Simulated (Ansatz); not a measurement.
# B₂O (triplet): inputs that go wrong

3 inputs are run for B₂O (triplet) as typed; the log has to tell whether the result can be used and what must change.

The runs use Ansatz 0.2.0, Gaussian basis; the settings change from run to run.

26 further runs of the same task are left out: 9 for a known fault of the program, 1 for a mislabelled method, 7 that didn't finish, 9 set aside as unsound or not needed.

**1. What is computed**

The geometry is a PBE0/def2-TZVP stationary point (not a proven minimum).

3 atoms, charge 0, spin multiplicity 3.

Atoms are counted from 1 here; the program's logs count them from 0.

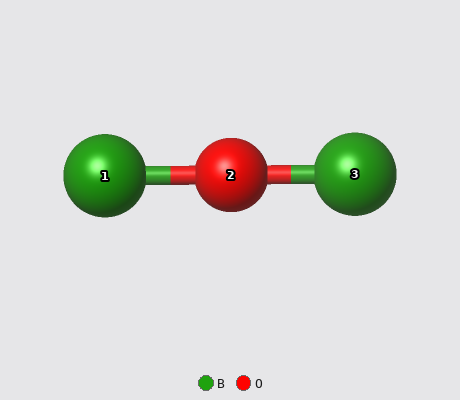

The structure; boron green, oxygen red; atoms are numbered from 1 in the order of the file.

As a file:

```xyz
3
charge 0, multiplicity 3
B     0.0000    0.0000    1.3205
O     0.0000    0.0000   -0.0086
B     0.0000    0.0000   -1.3119
```

**2. Input 1**

The input, in.yaml:

```yaml
crystal:
  periodic: [false, false, false]
  atoms:
    - {symbol: B, position_ang: [0.000000, 0.000000, 1.320500]}
    - {symbol: O, position_ang: [0.000000, 0.000000, -0.008600]}
    - {symbol: B, position_ang: [0.000000, 0.000000, -1.311900]}
basis:
  gaussian: {orbitals: cc-pVDZ}
magnetization: {spin_polarized: false, initial_magnetization: 2}
correlation: {active_space: {ras: {orbitals: [8, 2, 32], electrons: 38, max_holes: 2, max_particles: 2}, fixed_orbitals: true}}
output: {forces: true}
```

The run is started by

```
$ ansatz run in.yaml --threads 1 --pin off --events-out ev --progress --plain --max-ram 2393MiB
```

Standard output:

```text
Functional definition: HF
  name "HF"
  cite "Fock, Z. Phys. 61, 126 (1930) doi:10.1007/BF01340294"
  parent pbe
  exchange = exact_x
  correlation = 0
393 factors; integrals over basis functions are off by at most 7.0e-4 eV
mean field evaluation 1: about -3373.1133 eV, gradient 2.2e1 eV
mean field evaluation 2: about -3373.2057 eV, gradient 2.3e1 eV
mean field evaluation 4: about -3374.7167 eV, gradient 2.8e0 eV
mean field evaluation 8: about -3374.8158 eV, gradient 1.0e0 eV
mean field evaluation 16: about -3376.8844 eV, gradient 2.4e-1 eV
mean field evaluation 32: about -3376.8168 eV, gradient 9.5e-3 eV
mean field evaluation 64: about -3376.8168 eV, gradient 2.1e-4 eV
mean field evaluation 96: about -3374.7781 eV, gradient 1.4e-1 eV
mean field -3376.88564810 eV, -124.0982586322 hartree, gradient 1.8e-6 eV, S^2 2.000000; 9 other end points of the search recorded, 0 dependent functions left out
reference -3376.88564810 eV, -124.0982586322 hartree; 10, 8 occupied and 32, 34 virtual orbitals, 393 factors
Error: 38 electrons in 42 orbitals form no window around the highest filled level of the reference
```

Run time: 0.33 s. Hardware: 1 thread of Intel Xeon 6975P-C, shared host.

**Diagnosis.** The run stopped with an error. The electron count of the restricted space is wrong. To mend it, count the correlated electrons again.

**3. Input 2**

The input, in.yaml:

```yaml
crystal:
  periodic: [false, false, false]
  atoms:
    - {symbol: B, position_ang: [0.000000, 0.000000, 1.320500]}
    - {symbol: O, position_ang: [0.000000, 0.000000, -0.008600]}
    - {symbol: B, position_ang: [0.000000, 0.000000, -1.311900]}
basis:
  gaussian: {orbitals: cc-pVDZ, fitting: {mean_field: def2-universal-jkfit}}
magnetization: {spin_polarized: true, initial_magnetization: 6}
correlation: {method: mp2, electrons: all}
output: {forces: true}
```

Same command.

Standard output, shortened:

```text
Functional definition: HF
  name "HF"
  cite "Fock, Z. Phys. 61, 126 (1930) doi:10.1007/BF01340294"
  parent pbe
[...]
227 factors; integrals over basis functions are off by at most 8.8e-2 eV
[...]
mean field -3368.06347346 eV, -123.7740496944 hartree, gradient 9.8e-7 eV, S^2 12.017050; 13 other end points of the search recorded, 0 dependent functions left out
reference -3368.06347346 eV, -123.7740496944 hartree; 12, 6 occupied and 30, 36 virtual orbitals, 227 factors
second order -5.47776240 eV of doubles, -0.00000000 eV of singles
[...]
Total energy: -3373.54123587 eV, -123.9753537497 hartree
Atom 0 at     0.000000     0.000000     1.320500 Å, force     0.000000     0.000000     5.607601 eV/Å
Atom 1 at     0.000000     0.000000    -0.008600 Å, force     0.000000    -0.000000     3.444363 eV/Å
Atom 2 at     0.000000     0.000000    -1.311900 Å, force    -0.000000    -0.000000    -9.051964 eV/Å
Dipole moment:     0.000000     0.000000     0.273743 e Å
```

Run time: 0.75 s. Hardware: 1 thread of Intel Xeon 6975P-C, shared host.

**Diagnosis.** The run converged, which proves nothing about the input. Far too many unpaired electrons are asked for. Its energy belongs to the state of multiplicity 7, not to the triplet that was meant. Fix: set initial_magnetization to that of the wanted state.

**4. Input 3**

The input, in.yaml:

```yaml
crystal:
  periodic: [false, false, false]
  atoms:
    - {symbol: B, position_ang: [0.000000, 0.000000, 1.320500]}
    - {symbol: O, position_ang: [0.000000, 0.000000, -0.008600]}
    - {symbol: B, position_ang: [0.000000, 0.000000, -1.311900]}
basis:
  gaussian: {orbitals: def2-SVP}
magnetization: {spin_polarized: false, initial_magnetization: 2}
correlation: {method: fic_mrcisd_q, electrons: all, active_space: {window: {electrons: 4, orbitals: 4}, states: [{multiplicity: 3, weights: [1, 1]}], root: 5}}
```

Same command.

Standard output:

```text
Error: the active space averages no state 5, counted from zero
```

Run time: 0.03 s. Hardware: 1 thread of Intel Xeon 6975P-C, shared host.

**Diagnosis.** The run was refused. The root asked for lies beyond the states averaged. Fix: average more states or name a lower root.

**5. Summary**

```csv
input,level,ended,cause,time
1,CISD/cc-pVDZ,stopped by an error,the electron count of the restricted space is wrong,0.33 s
2,MP2 on UHF/cc-pVDZ,converged,far too many unpaired electrons are asked for,0.75 s
3,"MRCISD+Q(4,4)/def2-SVP",refused,the root asked for lies beyond the states averaged,0.03 s
```

1 stopped by an error, 1 converged, 1 refused. The input that converges on a wrong geometry or spin is the dangerous one: no error points at it, so geometry and ⟨S²⟩ have to be checked.
